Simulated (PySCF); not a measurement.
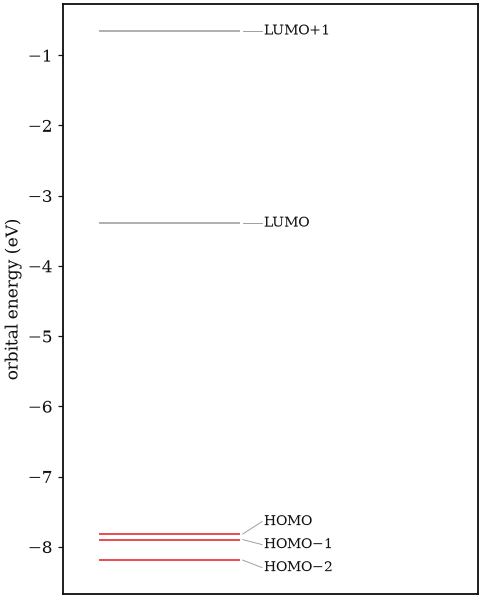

Kohn-Sham orbital energies near the frontier, B3LYP/def2-SVPD with PySCF 2.14.0, at a GFN2-xTB geometry (no frequency check), isolated molecule; empty levels in grey, levels within 0.03 eV side by side.

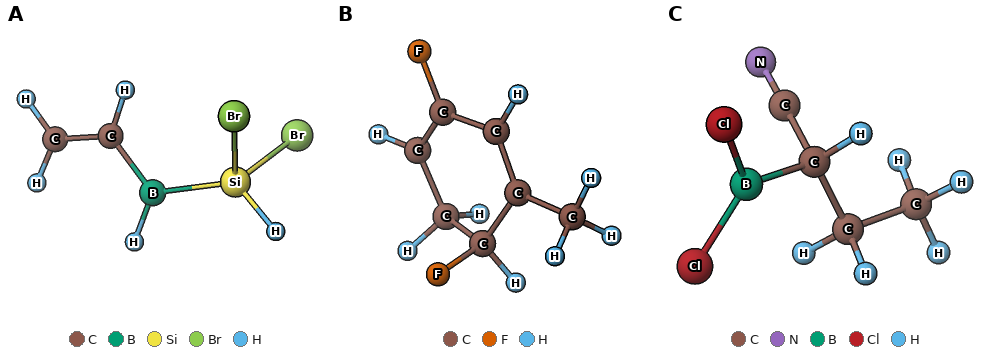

Which molecule has this level scheme? The candidates are drawn in the second picture.

Answer. Structure A, C₂H₅BBr₂Si, SMILES C=CB[SiH](Br)Br. HOMO −7.82 eV, LUMO −3.39 eV, separation 4.43 eV.

Note: the tight-binding geometry is rougher than a DFT one and adds to the error; spin-orbit coupling is left out, and with Br it can shift these levels and split any degenerate set; one conformer of a flexible molecule.
